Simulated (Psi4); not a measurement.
# CH5Al (SMILES [CH3][AlH2]) at MP2/def2-SVPD (density fitting, density fitting for correlation, sweep point 2)

What is the energy change on altering one bond length of CH5Al at MP2/def2-SVPD (density fitting, density fitting for correlation, sweep point 2)? 

The results are computed with Psi4 1.11.

## 1. The system as given

CH5Al: 7 atoms, total charge 0, spin state singlet. SMILES: `[CH3][AlH2]`. Geometry: relaxed at PBE0-D4/def2-TZVP.

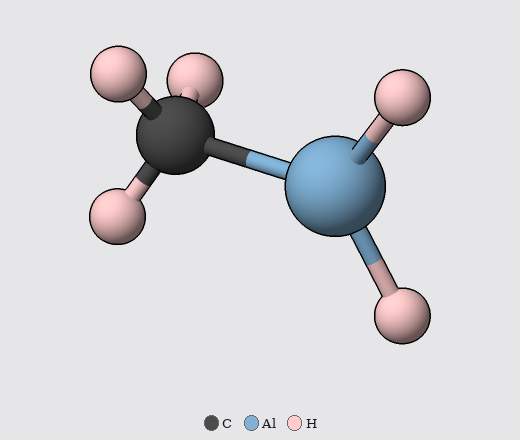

Viewed from a chosen angle; carbon dark grey, aluminium light blue, hydrogen pink.

## 2. A single-point energy at MP2/def2-SVPD (density fitting, density fitting for correlation, sweep point 2)

calc.in reads:

```
memory 1.6 GB

molecule {
  0 1
  C     -0.448500    -0.695600    -0.355500
  Al     0.562900     0.778300     0.424700
  H     -1.063100    -1.219600     0.380800
  H     -1.134400    -0.306400    -1.118200
  H      0.193400    -1.425500    -0.855600
  H      0.016000     1.549300     1.703400
  H      1.934800     1.251600    -0.225400
  units angstrom
  symmetry c1
}

set basis def2-SVPD
set puream true
set scf_type df
set num_frozen_docc 6

E = energy('mp2')
print_variables()
```

Command:

```bash
$ psi4 -n 1 calc.in calc.out
```

calc.out (excerpt; [...] marks lines left out):

```text
[...]
  Running in c1 symmetry.
[...]
  Nuclear repulsion =   50.618451726653156
[...]
  Multiplicity = 1
[...]
  Nalpha       = 12
  Nbeta        = 12
[...]
    Number of basis functions: 84
[...]
   @DF-RHF iter   1:  -282.50683966602099   -7.29660e-01   4.08948e-03 ADIIS/DIIS
[...]
   @DF-RHF iter  10:  -282.57837555670920   -3.18323e-12   2.78339e-09 DIIS
[...]
    Orbital Energies [Eh]
    ---------------------
    Doubly Occupied:
       1A    -58.445619     2A    -11.201325     3A     -4.878075
       4A     -3.197468     5A     -3.193735     6A     -3.193510
       7A     -0.912722     8A     -0.546923     9A     -0.545943
      10A     -0.540744    11A     -0.419435    12A     -0.411438
[...]
  @DF-RHF Final Energy:  -282.57837555670920
   => Energetics <=
    Nuclear Repulsion Energy =             50.6184517266531557
    One-Electron Energy =                -491.4197770858646095
    Two-Electron Energy =                 158.2229498025022281
    Total Energy =                       -282.5783755567092044
[...]
 Multipole Moments:
 ------------------------------------------------------------------------------------
     Multipole            Electronic (a.u.)      Nuclear  (a.u.)        Total (a.u.)
 ------------------------------------------------------------------------------------
 L = 1.  Multiply by 2.5417464519 to convert [e a0] to [Debye]
 Dipole X            :          1.2726150           -1.4049734           -0.1323584
 Dipole Y            :          1.7231254           -1.9307177           -0.2075923
 Dipole Z            :          1.0066890           -1.1061640           -0.0994750
 Magnitude           :                                                    0.2655346
[...]
```

It took 2.8 s on 1 thread of Intel Xeon Platinum 8259CL at 2.50GHz (Skylake/Cascade Lake), shared host; peak memory 0.2 GiB.

## 3. The distorted shape, same level

ch5al.in reads:

```
memory 1.6 GB

molecule {
  C     -0.311339    -0.773429    -0.202981
  Al     0.700061     0.700471     0.577219
  H     -0.925939    -1.297429     0.533319
  H     -1.134400    -0.306400    -1.118200
  H      0.330561    -1.503329    -0.703081
  H      0.153161     1.471471     1.855919
  H      2.071961     1.173771    -0.072881
  symmetry c1
}

set basis def2-SVPD
set puream true
set scf_type df
set num_frozen_docc 6

result, w = energy('mp2', return_wfn=True)
```

Command:

```bash
$ psi4 -i ch5al.in -o ch5al.out -n 1
```

ch5al.out (excerpt; [...] marks lines left out):

```text
[...]
  Running in c1 symmetry.
[...]
  Nuclear repulsion =   49.912739190483535
[...]
  Multiplicity = 1
[...]
  Nalpha       = 12
  Nbeta        = 12
[...]
    Number of basis functions: 84
[...]
   @DF-RHF iter   1:  -282.48602885839227   -8.21029e-01   3.93871e-03 ADIIS/DIIS
[...]
   @DF-RHF iter  10:  -282.55775910666995   -5.96856e-12   4.43231e-09 DIIS
[...]
    Orbital Energies [Eh]
    ---------------------
    Doubly Occupied:
       1A    -58.447338     2A    -11.225061     3A     -4.879652
       4A     -3.199076     5A     -3.195340     6A     -3.195127
       7A     -0.895239     8A     -0.551098     9A     -0.548703
      10A     -0.500172    11A     -0.420380    12A     -0.412313
[...]
  @DF-RHF Final Energy:  -282.55775910666995
   => Energetics <=
    Nuclear Repulsion Energy =             49.9127391904835349
    One-Electron Energy =                -490.0019969477492054
    Two-Electron Energy =                 157.5314986505957222
    Total Energy =                       -282.5577591066699483
[...]
 Multipole Moments:
 ------------------------------------------------------------------------------------
     Multipole            Electronic (a.u.)      Nuclear  (a.u.)        Total (a.u.)
 ------------------------------------------------------------------------------------
 L = 1.  Multiply by 2.5417464519 to convert [e a0] to [Debye]
 Dipole X            :          1.4426691           -1.5217507           -0.0790816
 Dipole Y            :          1.6262387           -1.8644550           -0.2382164
 Dipole Z            :          1.1958866           -1.2360169           -0.0401304
 Magnitude           :                                                    0.2541877
[...]
```

Wall time 2.9 s (1 thread of Intel Xeon Platinum 8259CL at 2.50GHz (Skylake/Cascade Lake), shared host); peak memory 0.2 GiB.

## 4. Outcome

Level: MP2/def2-SVPD (density fitting, density fitting for correlation, sweep point 2), 6 core orbitals frozen.

| quantity | value |
| --- | --- |
| first shape: total energy | -282.80874 Eh |
| first shape: HOMO energy (Hartree–Fock orbitals) | -11.20 eV |
| first shape: LUMO energy (Hartree–Fock orbitals) | 1.46 eV |
| first shape: HOMO–LUMO gap (Hartree–Fock orbitals) | 12.66 eV |
| first shape: correlation energy (6 core orbitals frozen) | -230.4 mEh |
| distorted shape: total energy | -282.79004 Eh |
| distorted shape: HOMO energy (Hartree–Fock orbitals) | -11.22 eV |
| distorted shape: LUMO energy (Hartree–Fock orbitals) | 1.40 eV |
| distorted shape: HOMO–LUMO gap (Hartree–Fock orbitals) | 12.62 eV |
| distorted shape: correlation energy (6 core orbitals frozen) | -232.3 mEh |
| energy change with the C1–H4 bond stretched from 1.097 to 1.316 Å | 0.509 eV |

**Reading.** With the C1–H4 bond stretched from 1.097 to 1.316 Å the energy rises by 0.51 eV (11.7 kcal/mol). The first shape isn't relaxed at this level, so the change isn't measured from a minimum.
